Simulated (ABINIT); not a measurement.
# SnTe2 (Fm-3m): zone-centre phonons

Which modes does SnTe2 (Fm-3m) have at the zone centre?

Method: DFT LDA, scalar-relativistic, plane waves, HGH norm-conserving pseudopotentials, in ABINIT 10.8.3.

The structure was built from a prototype and need not be the compound's stable phase.

**1. The starting structure**

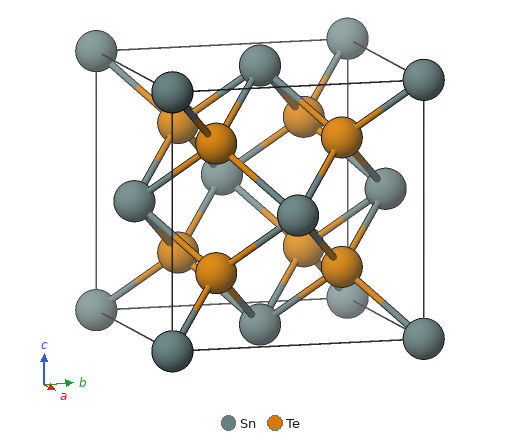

The cell as given, slightly off an axis (tin teal, tellurium orange). This picture shows the conventional cell, with its axes. Some periodic images of atoms are drawn too.

**2. A probe with smearing**

A first run with smearing and empty bands tells whether the crystal has a gap, which decides between fixed occupations and smearing later on.

The input, probe.abi:

```
# ground state
tolvrs 1.0d-08
prtden 1
prtwf 1

# basis, mesh and filling
ecut 20.0
ixc 7
ngkpt 4 4 4
nshiftk 1
shiftk 0.0 0.0 0.0
istwfk *1
occopt 7
tsmear 0.005
nband 14
nstep 100
diemac 9.0
prtebands 0
prtgsr 0

# cell and atoms
acell 3*1.0 Angstrom
rprim 
    -3.62115244 0.0 3.62115244
    0.0 3.62115244 3.62115244
    -3.62115244 3.62115244 0.0
ntypat 2
znucl 50 52
natom 3
typat 1 2 2
xred 
    0.0 0.0 0.0
    0.75 0.75 0.75
    0.25 0.25 0.25
pp_dirpath "./pseudo"
pseudos "Sn.hgh, Te.hgh"
```

Command:

```
OMP_NUM_THREADS=1 mpirun -n 4 abinit probe.abi > probe.log
```

Numbers of over 12 decimals in the logs are rounded to 6 here.

probe.abo, the main output file:

```text
[banners, grids, parts of the stress and lines that vanish by symmetry left out]
- input  file    -> probe.abi
- output file    -> probe.abo
- root for input  files -> probei
[...]
Symmetries : space group Fm -3 m (#225); Bravais cF (face-center cubic)
[...]
mpw =        2764          nfft =       64000          nkpt =           8
[...]
== DATASET  1 ==================================================================
[...]
cutoff_energies: {ecut:  20.0, pawecutdg:  -1.0, }
[...]
Exchange-correlation functional for the present dataset will be:
  LDA: Perdew-Wang 92 LSD fit to Ceperley-Alder data - ixc=7
[...]
ETOT  1  -20.023182299878    -2.002E+01 3.141E-02 1.971E+01
 ETOT  2  -20.036875892258    -1.369E-02 7.221E-04 1.219E+00
 ETOT  3  -20.037002084995    -1.262E-04 2.031E-04 2.178E-01
 ETOT  4  -20.037022894783    -2.081E-05 3.019E-05 2.378E-02
 ETOT  5  -20.037024891134    -1.996E-06 1.036E-05 5.980E-05
 ETOT  6  -20.037024895053    -3.920E-09 3.979E-06 2.303E-07
 ETOT  7  -20.037024895079    -2.559E-11 7.175E-07 1.753E-09
 At SCF step    7       vres2   =  1.75E-09 < tolvrs=  1.00E-08 =>converged.
[...]
sigma(1 1)= -6.80782212E-06  sigma(3 2)=  0.00000000E+00
  sigma(2 2)= -6.80782212E-06  sigma(3 1)=  0.00000000E+00
  sigma(3 3)= -6.80782212E-06  sigma(2 1)=  0.00000000E+00
[...]
convergence: {deltae: -2.559E-11, res2:  1.753E-09, residm:  7.175E-07, diffor: null, }
etotal    :  -2.00370249E+01
[...]
sigma(1 1)= -6.80782212E-06  sigma(3 2)=  0.00000000E+00
  sigma(2 2)= -6.80782212E-06  sigma(3 1)=  0.00000000E+00
  sigma(3 3)= -6.80782212E-06  sigma(2 1)=  0.00000000E+00
[...]
- sigma(1 1)= -2.00293042E-01  sigma(3 2)=  0.00000000E+00
- sigma(2 2)= -2.00293042E-01  sigma(3 1)=  0.00000000E+00
- sigma(3 3)= -2.00293042E-01  sigma(2 1)=  0.00000000E+00
[...]
fcart     -0.0000000000E+00 -0.0000000000E+00 -0.0000000000E+00
           strten     -6.8078221232E-06 -6.8078221232E-06 -6.8078221232E-06
================================================================================

[key lines of the parts left out:]
pressure_GPa:   2.0029E-01
```

The job ended after 2.4 s (4 MPI ranks of Arm Neoverse V2, shared host; 9.1 s of CPU time).

Read from the output:

```
volume per atom   : 31.66 Å³
pressure          : 0.2003 GPa
gap on the k-mesh : 0 eV
```

No gap opens on this mesh, so smearing is kept; the printed pressure holds the stress of the finite basis too.

**3. Rough relaxation**

The typed start is rough, so a first relaxation with smearing and loose thresholds takes it towards rest cheaply.

The input, prerelax.abi:

```
# relaxation
ionmov 2
optcell 2
dilatmx 1.15
chkdilatmx 0
ntime 40
tolmxf 3.0d-04
tolvrs 1.0d-10
prtwf 0
prtden 0
chksymtnons 0

# basis, mesh and filling
ecut 21.0
ecutsm 3.0
ixc 7
ngkpt 4 4 4
nshiftk 1
shiftk 0.0 0.0 0.0
istwfk *1
occopt 7
tsmear 0.005
nband 14
nstep 100
diemac 1000000.0
prtebands 0
prtgsr 0

# cell and atoms
acell 3*1.0 Angstrom
rprim 
    -3.62115244 0.0 3.62115244
    0.0 3.62115244 3.62115244
    -3.62115244 3.62115244 0.0
ntypat 2
znucl 50 52
natom 3
typat 1 2 2
xred 
    0.0 0.0 0.0
    0.75 0.75 0.75
    0.25 0.25 0.25
pp_dirpath "./pseudo"
pseudos "Sn.hgh, Te.hgh"
```

Command:

```
OMP_NUM_THREADS=1 mpirun -n 4 abinit prerelax.abi > prerelax.log
```

prerelax.abo, the main output file:

```text
[banners, grids, parts of the stress and lines that vanish by symmetry left out]
- input  file    -> prerelax.abi
- output file    -> prerelax.abo
- root for input  files -> prerelaxi
[...]
Symmetries : space group Fm -3 m (#225); Bravais cF (face-center cubic)
[...]
mpw =        4520          nfft =      110592          nkpt =           8
[...]
== DATASET  1 ==================================================================
[...]
cutoff_energies: {ecut:  21.0, pawecutdg:  -1.0, }
[...]
Exchange-correlation functional for the present dataset will be:
  LDA: Perdew-Wang 92 LSD fit to Ceperley-Alder data - ixc=7
[...]
ETOT  1  -20.022496167684    -2.002E+01 2.819E-02 3.368E+01
 ETOT  2  -20.036821118722    -1.432E-02 1.021E-03 1.962E+00
 ETOT  3  -20.036918247452    -9.713E-05 5.784E-04 3.680E-01
 ETOT  4  -20.036933072022    -1.482E-05 1.236E-04 4.047E-02
[...]
ETOT  7  -20.036960642278     3.944E-13 1.876E-08 3.534E-12
 At SCF step    7       vres2   =  3.53E-12 < tolvrs=  1.00E-10 =>converged.
[...]
sigma(1 1)= -9.34230197E-08  sigma(3 2)=  0.00000000E+00
  sigma(2 2)= -9.34230197E-08  sigma(3 1)=  0.00000000E+00
  sigma(3 3)= -9.34230197E-08  sigma(2 1)=  0.00000000E+00
[...]
convergence: {deltae:  3.944E-13, res2:  3.534E-12, residm:  1.876E-08, diffor: null, }
etotal    :  -2.00369606E+01
[...]
At Broyd/MD step   3, gradients are converged :
[...]
sigma(1 1)= -9.34230197E-08  sigma(3 2)=  0.00000000E+00
  sigma(2 2)= -9.34230197E-08  sigma(3 1)=  0.00000000E+00
  sigma(3 3)= -9.34230197E-08  sigma(2 1)=  0.00000000E+00
[...]
- sigma(1 1)= -2.74860014E-03  sigma(3 2)=  0.00000000E+00
- sigma(2 2)= -2.74860014E-03  sigma(3 1)=  0.00000000E+00
- sigma(3 3)= -2.74860014E-03  sigma(2 1)=  0.00000000E+00
[...]
fcart     -0.0000000000E+00 -0.0000000000E+00 -0.0000000000E+00
           strten     -9.3423019720E-08 -9.3423019716E-08 -9.3423019720E-08
================================================================================

[key lines of the parts left out:]
pressure_GPa:   2.7486E-03
Total energy (etotal) [Ha]= -2.00369606422781E+01
```

It took 8.5 s on 4 MPI ranks.

The steps of the relaxation:

| step | energy less that of the first step (eV) | largest force (eV/Å) | volume (Å³) |
| --- | --- | --- | --- |
| 1 | 0.0000 | 0.0000 | 94.97 |
| 2 | -0.0002 | 0.0000 | 95.06 |
| 3 | -0.0007 | 0.0000 | 95.65 |

| conventional cell, symmetrised | before | after | change |
| --- | --- | --- | --- |
| a (Å) | 7.242 | 7.260 | +0.2 % |
| b (Å) | 7.242 | 7.260 | +0.2 % |
| c (Å) | 7.242 | 7.260 | +0.2 % |
| volume (Å³/atom) | 31.66 | 31.88 | +0.7 % |

Final coordinates:

```
Sn Te
1.0
    -3.62984    0.00000    3.62984
     0.00000    3.62984    3.62984
    -3.62984    3.62984    0.00000
Sn Te
1 2
Direct
  0.00000 0.00000 0.00000
  0.75000 0.75000 0.75000
  0.25000 0.25000 0.25000
```

Read from the output:

```yaml
volume_per_atom: 31.88 Å³
pressure: 0.002749 GPa
```

The volume changes by +0.7 % in this run and stands +0.7 % from the first cell.

**4. Relaxing the cell and atoms**

The harmonic expansion needs vanishing forces, and a free crystal bears no stress, so cell and atoms are brought to rest. Stress is more sensitive to the basis than forces are: the last 3 Ha under the cutoff are smoothed with ecutsm, and the cutoff is raised above that of the later runs.

The input, relax.abi:

```
# relaxation
ionmov 2
optcell 2
dilatmx 1.08
ntime 40
tolmxf 1.0d-05
tolvrs 1.0d-14
prtwf 0
prtden 0
chksymtnons 0

# basis, mesh and filling
ecut 26.0
ecutsm 3.0
ixc 7
ngkpt 6 6 6
nshiftk 1
shiftk 0.0 0.0 0.0
istwfk *1
occopt 7
tsmear 0.01
nband 14
nstep 100
diemac 1000000.0
prtebands 0
prtgsr 0

# cell and atoms
acell 3*1.0 Angstrom
rprim 
    -3.629843056 0.0 3.629843056
    0.0 3.629843056 3.629843056
    -3.629843056 3.629843056 0.0
ntypat 2
znucl 50 52
natom 3
typat 1 2 2
xred 
    0.0 0.0 0.0
    0.75 0.75 0.75
    0.25 0.25 0.25
pp_dirpath "./pseudo"
pseudos "Sn.hgh, Te.hgh"
```

Command:

```
OMP_NUM_THREADS=1 mpirun -n 4 abinit relax.abi > relax.log
```

relax.abo, the main output file:

```text
[banners, grids, parts of the stress and lines that vanish by symmetry left out]
- input  file    -> relax.abi
- output file    -> relax.abo
- root for input  files -> relaxi
[...]
Symmetries : space group Fm -3 m (#225); Bravais cF (face-center cubic)
[...]
mpw =        5168          nfft =      125000          nkpt =          16
[...]
== DATASET  1 ==================================================================
[...]
cutoff_energies: {ecut:  26.0, pawecutdg:  -1.0, }
[...]
Exchange-correlation functional for the present dataset will be:
  LDA: Perdew-Wang 92 LSD fit to Ceperley-Alder data - ixc=7
[...]
ETOT  1  -20.023859207773    -2.002E+01 2.842E-02 3.702E+01
 ETOT  2  -20.040191265679    -1.633E-02 1.699E-03 2.509E+00
 ETOT  3  -20.040318877431    -1.276E-04 3.127E-03 4.479E-01
 ETOT  4  -20.040334984628    -1.611E-05 1.272E-03 6.605E-02
 ETOT  5  -20.040337692125    -2.707E-06 2.852E-04 8.865E-05
[...]
At SCF step   10       vres2   =  3.98E-15 < tolvrs=  1.00E-14 =>converged.
[...]
sigma(1 1)=  4.25269416E-06  sigma(3 2)=  0.00000000E+00
  sigma(2 2)=  4.25269416E-06  sigma(3 1)=  0.00000000E+00
  sigma(3 3)=  4.25269416E-06  sigma(2 1)=  0.00000000E+00
[...]
convergence: {deltae:  3.411E-13, res2:  3.975E-15, residm:  5.404E-06, diffor: null, }
etotal    :  -2.00403377E+01
[...]
ETOT  1  -20.040338649296    -2.004E+01 4.832E-06 3.928E-04
[...]
At SCF step    8       vres2   =  1.04E-16 < tolvrs=  1.00E-14 =>converged.
[...]
sigma(1 1)=  3.67448280E-06  sigma(3 2)=  0.00000000E+00
  sigma(2 2)=  3.67448280E-06  sigma(3 1)=  0.00000000E+00
  sigma(3 3)=  3.67448280E-06  sigma(2 1)=  0.00000000E+00
[...]
convergence: {deltae:  4.690E-13, res2:  1.040E-16, residm:  2.925E-06, diffor: null, }
etotal    :  -2.00403387E+01
[...]
ETOT  1  -20.040340481755    -2.004E+01 2.279E-05 1.574E-02
[...]
ETOT  7  -20.040341543506     9.059E-13 3.705E-06 5.370E-13
 ETOT  8  -20.040341543507    -8.313E-13 1.746E-06 4.180E-15
 At SCF step    8       vres2   =  4.18E-15 < tolvrs=  1.00E-14 =>converged.
[...]
sigma(1 1)= -1.58089967E-08  sigma(3 2)=  0.00000000E+00
  sigma(2 2)= -1.58089967E-08  sigma(3 1)=  0.00000000E+00
  sigma(3 3)= -1.58089967E-08  sigma(2 1)=  0.00000000E+00
[...]
convergence: {deltae: -8.313E-13, res2:  4.180E-15, residm:  1.746E-06, diffor: null, }
etotal    :  -2.00403415E+01
[...]
At Broyd/MD step   3, gradients are converged :
[...]
sigma(1 1)= -1.58089967E-08  sigma(3 2)=  0.00000000E+00
  sigma(2 2)= -1.58089967E-08  sigma(3 1)=  0.00000000E+00
  sigma(3 3)= -1.58089967E-08  sigma(2 1)=  0.00000000E+00
[...]
- sigma(1 1)= -4.65116740E-04  sigma(3 2)=  0.00000000E+00
- sigma(2 2)= -4.65116740E-04  sigma(3 1)=  0.00000000E+00
- sigma(3 3)= -4.65116740E-04  sigma(2 1)=  0.00000000E+00
[...]
fcart     -0.0000000000E+00 -0.0000000000E+00 -0.0000000000E+00
           strten     -1.5808996659E-08 -1.5808996659E-08 -1.5808996660E-08
================================================================================

[key lines of the parts left out:]
pressure_GPa:   4.6512E-04
Total energy (etotal) [Ha]= -2.00403415435068E+01
```

Run time: 24 s. Hardware: 4 MPI ranks; 95 s of CPU time.

Little changed from the start: no atom moved by 0.005 Å and no cell edge by 0.1 %.

This step gave:

* volume per atom: 31.79 Å³
* pressure: 4.65e-4 GPa

The volume changes by -0.3 % in this run and stands +0.4 % from the first cell.

**5. Self-consistent run for the response**

The response is built on these wavefunctions, so the potential is converged far more tightly than an energy would need. Smearing stays on, as the first look found no gap above 0.3 eV.

The input, gs.abi:

```
# ground state
tolvrs 1.0d-16
prtden 1
prtwf 1

# basis, mesh and filling
ecut 20.0
ixc 7
ngkpt 6 6 6
nshiftk 1
shiftk 0.0 0.0 0.0
istwfk *1
occopt 7
tsmear 0.01
nband 14
nstep 100
diemac 1000000.0
prtebands 0
prtgsr 0

# cell and atoms
acell 3*1.0 Angstrom
rprim 
    -3.626445274 0.0 3.626445274
    0.0 3.626445274 3.626445274
    -3.626445274 3.626445274 0.0
ntypat 2
znucl 50 52
natom 3
typat 1 2 2
xred 
    0.0 0.0 0.0
    0.75 0.75 0.75
    0.25 0.25 0.25
pp_dirpath "./pseudo"
pseudos "Sn.hgh, Te.hgh"
```

Command:

```
OMP_NUM_THREADS=1 mpirun -n 4 abinit gs.abi > gs.log
```

gs.abo, the main output file:

```text
[banners, grids, parts of the stress and lines that vanish by symmetry left out]
- input  file    -> gs.abi
- output file    -> gs.abo
- root for input  files -> gsi
[...]
Symmetries : space group Fm -3 m (#225); Bravais cF (face-center cubic)
[...]
mpw =        2778          nfft =       64000          nkpt =          16
[...]
== DATASET  1 ==================================================================
[...]
cutoff_energies: {ecut:  20.0, pawecutdg:  -1.0, }
[...]
Exchange-correlation functional for the present dataset will be:
  LDA: Perdew-Wang 92 LSD fit to Ceperley-Alder data - ixc=7
[...]
ETOT  1  -20.024979941992    -2.002E+01 2.614E-02 1.919E+01
 ETOT  2  -20.039750216824    -1.477E-02 1.499E-03 1.268E+00
 ETOT  3  -20.039870294059    -1.201E-04 1.368E-03 2.313E-01
 ETOT  4  -20.039886568169    -1.627E-05 2.904E-04 3.231E-02
 ETOT  5  -20.039889171970    -2.604E-06 4.081E-04 4.637E-05
[...]
ETOT 10  -20.039889176140    -2.167E-13 9.932E-06 2.257E-15
 ETOT 11  -20.039889176140     1.705E-13 1.160E-05 2.211E-17
 At SCF step   11       vres2   =  2.21E-17 < tolvrs=  1.00E-16 =>converged.
[...]
sigma(1 1)=  4.15559281E-06  sigma(3 2)=  0.00000000E+00
  sigma(2 2)=  4.15559281E-06  sigma(3 1)=  0.00000000E+00
  sigma(3 3)=  4.15559281E-06  sigma(2 1)=  0.00000000E+00
[...]
convergence: {deltae:  1.705E-13, res2:  2.211E-17, residm:  1.160E-05, diffor: null, }
etotal    :  -2.00398892E+01
[...]
sigma(1 1)=  4.15559281E-06  sigma(3 2)=  0.00000000E+00
  sigma(2 2)=  4.15559281E-06  sigma(3 1)=  0.00000000E+00
  sigma(3 3)=  4.15559281E-06  sigma(2 1)=  0.00000000E+00
[...]
- sigma(1 1)=  1.22261762E-01  sigma(3 2)=  0.00000000E+00
- sigma(2 2)=  1.22261762E-01  sigma(3 1)=  0.00000000E+00
- sigma(3 3)=  1.22261762E-01  sigma(2 1)=  0.00000000E+00
[...]
fcart     -0.0000000000E+00 -0.0000000000E+00 -0.0000000000E+00
           strten      4.1555928115E-06  4.1555928115E-06  4.1555928115E-06
================================================================================

[key lines of the parts left out:]
pressure_GPa:  -1.2226E-01
```

Wall time 5.4 s (4 MPI ranks); 21 s of CPU time.

This step gave:

```yaml
pressure: -0.1223 GPa
```

The cell stands at -0.12 GPa: the relaxation ran with a smoothed and higher cutoff, and the difference is a stress of the finite basis.

(Continued in part 2 of 2.)

[Host names and launcher messages were left out of these logs when they were recorded.]

[Logs are printed without paths, hosts, clocks, repeated set-up lines and the standing remarks that a program may print on its own settings, such as how far it seeks lower states.]

[Hosts, paths, dates, database ids (printed as entryN), source tags and the programs' standing remarks are cut or masked in the printed files.]
